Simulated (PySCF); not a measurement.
# C₆H₁₅FSi: magnetic properties

Wanted: magnetic properties for C₆H₁₅FSi (`CC[Si](F)(CC)CC`).

Computed with PySCF 2.14.0 and routines of our own; the level stands in each step. Atoms count from 0.

### Step 1. The system as given

23 atoms, charge 0, multiplicity 1; geometry from: GFN2-xTB.

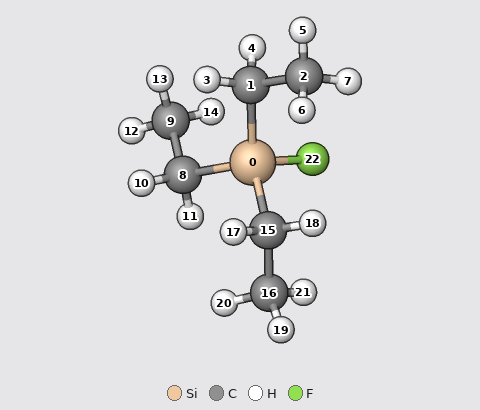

The starting geometry (silicon light orange, carbon grey, hydrogen white, fluorine green).

### Step 2. Magnetic properties: GIAO PBE/def2-SVP

The job: settings as JSON, then the geometry in Å.

```
{"job": {"kind": "mag", "xc": "PBE", "basis": "def2-SVP"}, "charge": 0, "multiplicity": 1}
Si    -0.104210    -0.202710    -0.082310
C      0.092600    -0.482330     1.791370
C     -1.232770    -0.472950     2.550110
H      0.752460     0.271410     2.222140
H      0.578550    -1.445800     1.951830
H     -1.075290    -0.698230     3.603390
H     -1.710290     0.501070     2.478140
H     -1.910570    -1.216780     2.139280
C      1.565160    -0.098170    -0.993060
C      2.502400    -1.260620    -0.673030
H      2.069770     0.839510    -0.757570
H      1.380060    -0.087210    -2.068170
H      3.421140    -1.185620    -1.252120
H      2.764260    -1.265140     0.382250
H      2.025070    -2.208020    -0.910130
C     -1.271450     1.243220    -0.498770
C     -1.426930     1.484770    -1.998610
H     -0.924720     2.162490    -0.025580
H     -2.255130     1.031290    -0.077240
H     -2.148960     2.276980    -2.188570
H     -0.477830     1.775580    -2.442180
H     -1.772640     0.581070    -2.493950
F     -0.840700    -1.543820    -0.657210
```

Method: GIAO PBE/def2-SVP magnetisability, rotational g tensor and spin-rotation constants, non-relativistic, gas phase.

Started as:

```console
$ OMP_NUM_THREADS=1 python excited_run.py task.json out
```

One launch serves the whole session: the jobs run in the order shown.

What it wrote:

```text
coarse grid: 18528 points
cycle   1  E = -625.8388221494  dE =  2.461e-01  |g| = 9.084e-01  |ddm| = 4.657e+00
cycle   2  E = -625.5221645026  dE =  3.167e-01  |g| = 1.524e+00  |ddm| = 2.829e+00
cycle   3  E = -626.0366379091  dE = -5.145e-01  |g| = 1.766e-01  |ddm| = 1.918e+00
cycle   4  E = -626.0425364535  dE = -5.899e-03  |g| = 5.428e-02  |ddm| = 2.383e-01
cycle   5  E = -626.0431119259  dE = -5.755e-04  |g| = 7.137e-03  |ddm| = 5.347e-02
cycle   6  E = -626.0431247567  dE = -1.283e-05  |g| = 1.339e-03  |ddm| = 9.058e-03
cycle   7  E = -626.0431251726  dE = -4.159e-07  |g| = 4.025e-04  |ddm| = 2.054e-03
final grid: 171360 points
cycle   8  E = -626.1543294914  dE = -3.583e-05  |g| = 1.715e-02  |ddm| = 4.703e-02
cycle   9  E = -626.1542167071  dE =  1.128e-04  |g| = 2.696e-02  |ddm| = 4.239e-02
cycle  10  E = -626.1544064700  dE = -1.898e-04  |g| = 2.362e-03  |ddm| = 2.695e-02
cycle  11  E = -626.1544073991  dE = -9.291e-07  |g| = 2.959e-04  |ddm| = 2.716e-03
cycle  12  E = -626.1544074171  dE = -1.803e-08  |g| = 5.270e-05  |ddm| = 3.473e-04
cycle  13  E = -626.1544074178  dE = -7.321e-10  |g| = 1.563e-05  |ddm| = 9.876e-05
converged SCF energy = -626.1544074178

Magnetisability tensor (1e-30 J/T^2)
    -1633.26       12.14        5.70
       12.14    -1622.41        5.56
        5.70        5.56    -1638.02
isotropic -1631.23   principal values   -1642.48  -1639.01  -1612.20
isotropic susceptibility -98.235 1e-6 cm^3/mol

Inertial axes            a          b          c
rot. const./GHz      1.4699     1.4548     0.9272
chi total           -98.892    -98.708    -97.104
chi diamagnetic    -986.181   -995.364  -1523.822
chi paramagnetic    887.288    896.656   1426.718
quadrupole/D A        1.484      1.528     -3.012
g nuclear            0.6086     0.6086     0.6192
g electronic        -0.6127    -0.6128    -0.6215
g total             -0.0041    -0.0042    -0.0022

Spin-rotation constants (kHz, H = +C I.J)
atom  isotope        aa         bb         cc
  3     1H       -0.185     -0.149      0.012
  4     1H       -0.118     -0.047     -0.083
  5     1H       -0.156      0.018     -0.095
  6     1H       -0.089     -0.093     -0.074
  7     1H       -0.159     -0.155      0.015
 10     1H       -0.157     -0.183      0.015
 11     1H       -0.133     -0.021     -0.090
 12     1H        0.015     -0.156     -0.093
 13     1H       -0.151     -0.016     -0.084
 14     1H       -0.156     -0.164      0.019
 17     1H       -0.164     -0.172      0.013
 18     1H        0.004     -0.165     -0.086
 19     1H       -0.069     -0.069     -0.095
 20     1H       -0.030     -0.146     -0.077
 21     1H       -0.161     -0.155      0.016
 22    19F        0.636      0.606      0.608
  0   29Si*      -0.939     -0.928     -0.559
  1    13C*       0.189      0.191      0.094
  2    13C*       0.174      0.168      0.110
* in the singly substituted isotopologue
```

It took 3.7 min on 1 thread of Intel Xeon at 2.50GHz, shared host; peak memory 0.65 GiB.

From this job:

```
              quantity                      value
       magnetisability           -1631·10⁻³⁰ J/T²
  molar susceptibility         -98.2·10⁻⁶ cm³/mol
rotational g (a, b, c)  -0.0041, -0.0042, -0.0022
```

The fields below are evaluated on a grid from the run's orbitals.

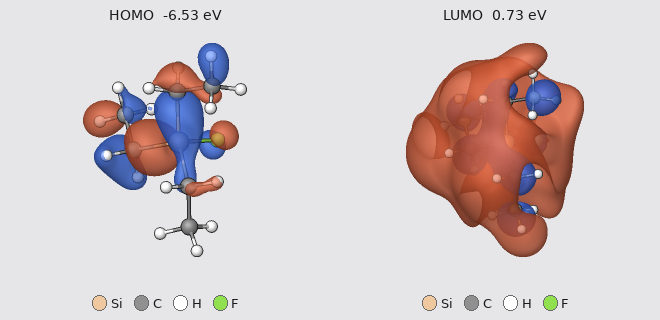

Frontier orbitals at PBE/def2-SVP; each surface holds 70 % of the orbital's density, blue and red mark the sign.

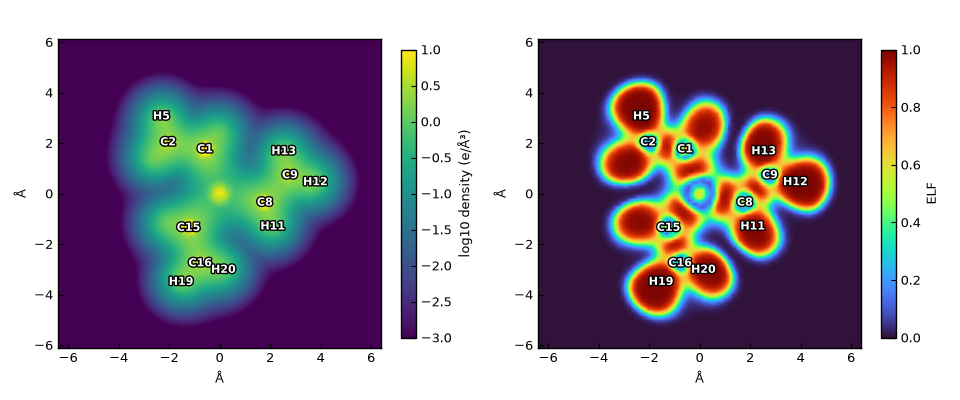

Density (left) and ELF (right) in a plane through or near 12 of the atoms.

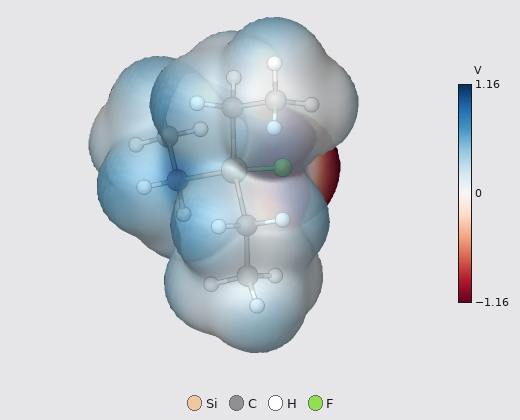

Electrostatic potential on the surface of density 0.002 e/bohr³; red is low, blue high. It runs, from the 1st to the 99th percentile, from -1.16 V near F22 to 0.66 V near H17.

### Step 3. Magnetic properties: GIAO revPBE/def2-SVP

The job, as its differences from that of step 2:

```diff
@@ -1,2 +1,2 @@
-{"job": {"kind": "mag", "xc": "PBE", "basis": "def2-SVP"}, "charge": 0, "multiplicity": 1}
+{"job": {"kind": "mag", "xc": "revPBE", "basis": "def2-SVP"}, "charge": 0, "multiplicity": 1}
 Si    -0.104210    -0.202710    -0.082310
```

Level: GIAO revPBE/def2-SVP magnetisability, rotational g tensor and spin-rotation constants, non-relativistic, gas phase.

What it wrote:

```text
coarse grid: 18528 points
cycle   1  E = -626.2750837319  dE =  2.243e-01  |g| = 8.837e-01  |ddm| = 4.654e+00
cycle   2  E = -625.9849832420  dE =  2.901e-01  |g| = 1.475e+00  |ddm| = 2.744e+00
cycle   3  E = -626.4607601315  dE = -4.758e-01  |g| = 1.735e-01  |ddm| = 1.845e+00
cycle   4  E = -626.4666037859  dE = -5.844e-03  |g| = 5.148e-02  |ddm| = 2.314e-01
cycle   5  E = -626.4671279816  dE = -5.242e-04  |g| = 6.901e-03  |ddm| = 4.948e-02
cycle   6  E = -626.4671399277  dE = -1.195e-05  |g| = 1.350e-03  |ddm| = 8.829e-03
cycle   7  E = -626.4671403495  dE = -4.218e-07  |g| = 4.095e-04  |ddm| = 2.123e-03
final grid: 171360 points
cycle   8  E = -626.5726438409  dE = -3.836e-05  |g| = 1.606e-02  |ddm| = 4.810e-02
cycle   9  E = -626.5725562743  dE =  8.757e-05  |g| = 2.415e-02  |ddm| = 3.930e-02
cycle  10  E = -626.5727126520  dE = -1.564e-04  |g| = 1.238e-03  |ddm| = 2.410e-02
cycle  11  E = -626.5727129009  dE = -2.489e-07  |g| = 3.757e-04  |ddm| = 1.632e-03
cycle  12  E = -626.5727129252  dE = -2.435e-08  |g| = 5.145e-05  |ddm| = 4.167e-04
cycle  13  E = -626.5727129259  dE = -6.546e-10  |g| = 1.638e-05  |ddm| = 9.436e-05
converged SCF energy = -626.5727129259

Magnetisability tensor (1e-30 J/T^2)
    -1627.25       11.76        5.53
       11.76    -1616.77        5.36
        5.53        5.36    -1631.85
isotropic -1625.29   principal values   -1636.19  -1632.81  -1606.87
isotropic susceptibility -97.877 1e-6 cm^3/mol

Inertial axes            a          b          c
rot. const./GHz      1.4699     1.4548     0.9272
chi total           -98.514    -98.334    -96.783
chi diamagnetic    -986.261   -995.445  -1524.033
chi paramagnetic    887.747    897.111   1427.250
quadrupole/D A        1.410      1.454     -2.864
g nuclear            0.6086     0.6086     0.6192
g electronic        -0.6130    -0.6131    -0.6217
g total             -0.0044    -0.0045    -0.0025

Spin-rotation constants (kHz, H = +C I.J)
atom  isotope        aa         bb         cc
  3     1H       -0.185     -0.150      0.012
  4     1H       -0.119     -0.048     -0.084
  5     1H       -0.156      0.019     -0.096
  6     1H       -0.089     -0.093     -0.074
  7     1H       -0.159     -0.156      0.015
 10     1H       -0.158     -0.183      0.015
 11     1H       -0.133     -0.021     -0.091
 12     1H        0.016     -0.156     -0.093
 13     1H       -0.152     -0.016     -0.084
 14     1H       -0.156     -0.164      0.019
 17     1H       -0.165     -0.172      0.013
 18     1H        0.004     -0.165     -0.086
 19     1H       -0.069     -0.069     -0.095
 20     1H       -0.030     -0.147     -0.078
 21     1H       -0.162     -0.156      0.017
 22    19F        0.629      0.600      0.595
  0   29Si*      -0.932     -0.922     -0.556
  1    13C*       0.189      0.192      0.095
  2    13C*       0.176      0.170      0.111
* in the singly substituted isotopologue
```

Run time: 3 min. Hardware: 1 thread of Intel Xeon at 2.50GHz, shared host; peak memory 0.75 GiB.

From this job:

```
              quantity                      value
       magnetisability           -1625·10⁻³⁰ J/T²
  molar susceptibility         -97.9·10⁻⁶ cm³/mol
rotational g (a, b, c)  -0.0044, -0.0045, -0.0025
```

### Step 4. Magnetic properties side by side

```
               level  ξ (10⁻³⁰ J/T²)     g(a)     g(b)  gap (eV)  functions     time
   GIAO PBE/def2-SVP           -1631  -0.0041  -0.0042      7.25        191  3.7 min
GIAO revPBE/def2-SVP           -1625  -0.0044  -0.0045      7.33        191    3 min
```

### Step 5. Summary of results

```
                                          quantity                      value
       magnetisability (step 2, GIAO PBE/def2-SVP)           -1631·10⁻³⁰ J/T²
  molar susceptibility (step 2, GIAO PBE/def2-SVP)         -98.2·10⁻⁶ cm³/mol
rotational g (a, b, c) (step 2, GIAO PBE/def2-SVP)  -0.0041, -0.0042, -0.0022
             surface potential, 1st and 99th percentile         -1.16 V and 0.66 V
                   magnetisability over the levels  -1631 to -1625·10⁻³⁰ J/T²
```

In words: The magnetisability spreads by 0.4 % over 2 levels of like cost. Two levels can agree by chance, so this spread shows no convergence. Vibrational averaging and real surroundings are missing from these values.
